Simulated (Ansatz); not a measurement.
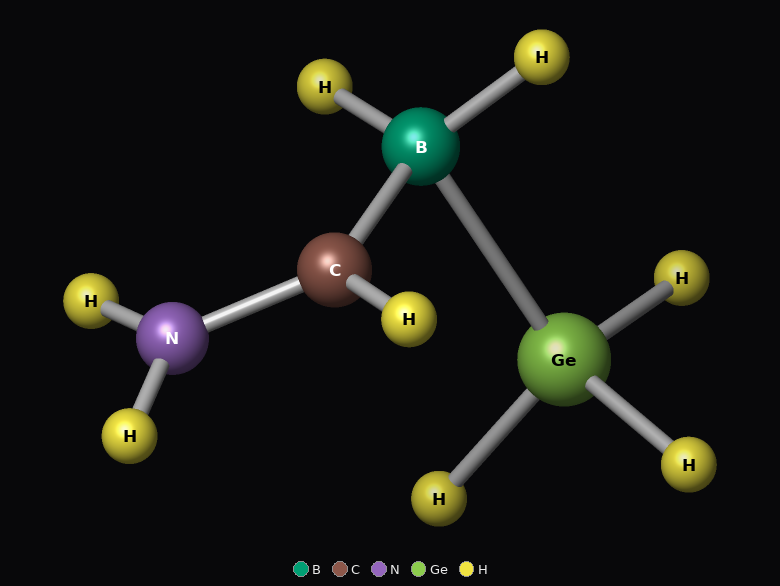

Computed geometry: PBE0-D4/def2-TZVP optimisation.

What is the molecular formula?

CH₈BGeN, 12 atoms: 1 carbon, 8 hydrogen, 1 boron, 1 germanium and 1 nitrogen.

Which point group does it belong to?

C1.

How many bonds of each kind are drawn?

3 Ge–H, 2 B–H, 2 N–H, 1 C–B, 1 C–N, 1 B–Ge, 1 C–H. Sticks follow a distance rule.

More results for the same structure follow; atom numbers are the same in all pictures, views and colours differ.

Electronic properties

Level of theory: RKS r2SCANh-D4/def2-TZVPP (Ansatz 0.2.0).

What is the HOMO–LUMO gap?

4.82 eV.

What is the dispersion correction?

−5.8 kJ/mol.

Give the HOMO energy (Kohn–Sham orbital) at this level.

−6.46 eV.

Dipole moment

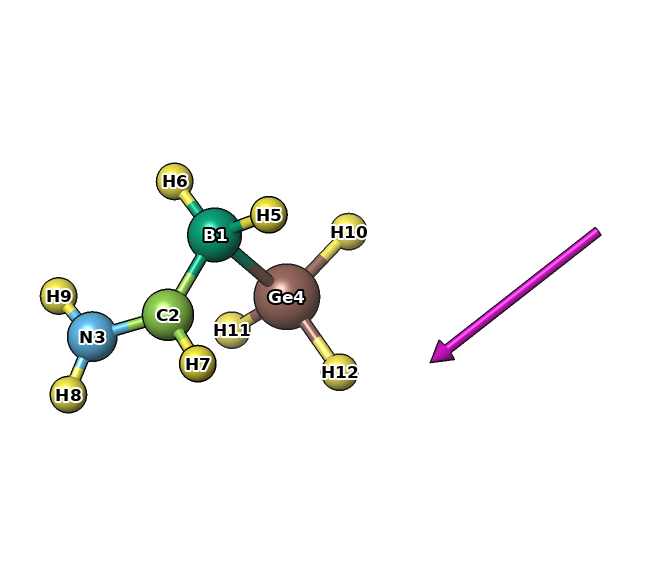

The arrow beside the molecule shows the direction of the dipole moment, from the negative to the positive end (its length means nothing). Method: RKS PBE0-D4/def2-TZVP (Ansatz 0.2.0).

Estimate the dipole moment.

4.76 D; it points from the side of H10 to the side of H8 (the outermost atoms at the two ends).

Charges

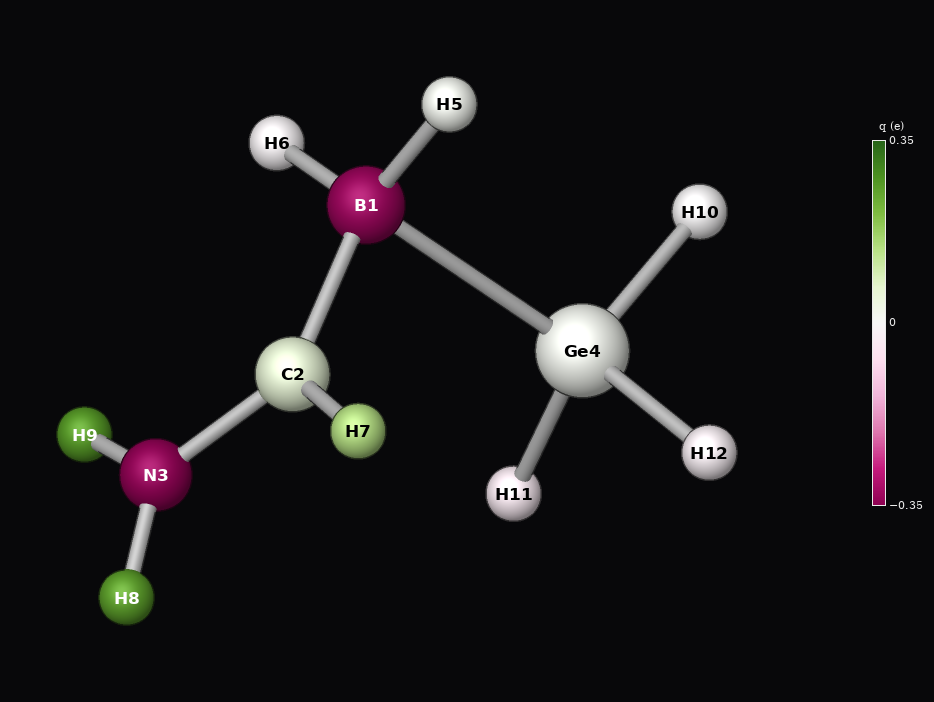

Atoms are coloured by their Mulliken charges. Method: RKS PBE0-D4/def2-TZVP (Ansatz 0.2.0).

Which atom carries the highest charge (most positive or least negative)?

H8, H9 (0.26 e).

And the lowest?

N3 (−0.34 e).

List the Mulliken charges.

```csv
atom,value (e)
B1,−0.33
C2,0.06
N3,−0.34
Ge4,0.01
H5,0.01
H6,−0.01
H7,0.14
H8,0.26
H9,0.26
H10,−0.01
H11,−0.03
H12,−0.02
```

Mulliken values depend strongly on the basis set and can even reverse the polarity of a bond.
